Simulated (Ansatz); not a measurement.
**Ligand exchange: C3H8Se + SiH2(OH)(SiH3) → C2H8SeSi + SiH2(CH3)(OH)**

Species: C3H8Se `CC[Se]C`, singlet; SiH2(OH)(SiH3) (disilanol), singlet; C2H8SeSi `CC[Se][SiH3]`, singlet; SiH2(CH3)(OH), singlet. The partners trade CH3 for SiH3: Se–CH3 and Si–SiH3 bonds give way to Se–SiH3 and Si–CH3.

Shapes, held fixed at every level: PBE0-D4/def2-TZVP. Flexible molecules stand in one conformer, not always the lowest. Programs: Ansatz 0.2.0. The zero-point and thermal change to 298 K, harmonic and unscaled (PBE0-D4/def2-TZVP), is +0.3 kJ/mol.

```csv
level,kind,ΔH(298 K) (kJ/mol),less CCSD(T)/def2-TZVPP,CPU time (sum over the molecules)
SPW92/def2-TZVPP,LDA,-104.6,+5.5,17 s
PBE0-D4/def2-TZVPP,global hybrid,-107.6,+2.5,36 s
r2SCAN0-D4/def2-TZVPP,global hybrid,-116.3,-6.2,62 s
wB97M-V/def2-TZVPP,range-separated hybrid,-117.6,-7.5,2.3 min
B2PLYP/def2-TZVPP,double hybrid,-112.7,-2.6,68 s
CCSD/def2-SVP,coupled cluster or CI,-112.2,-2.1,–
CCSD(T)/def2-TZVPP,coupled cluster or CI,-110.1,0.0,33 min
```

The highest level, CCSD(T)/def2-TZVPP, gives ΔH(298 K) = -110.1 kJ/mol; the levels span -117.6 to -104.6. The column of differences is taken from that level and isn't an error. No measured value is set beside it here. Relativity is left out for Se unless named. Correlated rows may include outer-core shells of Se, which these sets cover unevenly. Times are processor times on shared x86 and Arm servers, and rough.

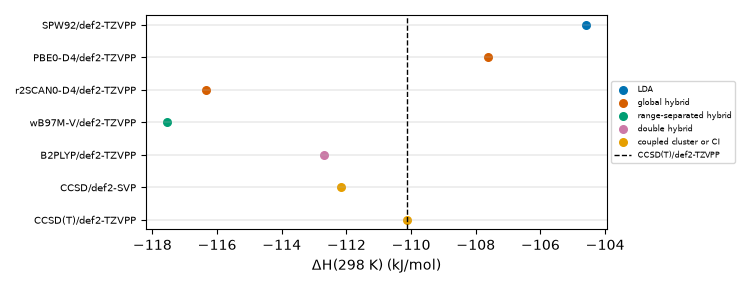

The values of the table, level by level.
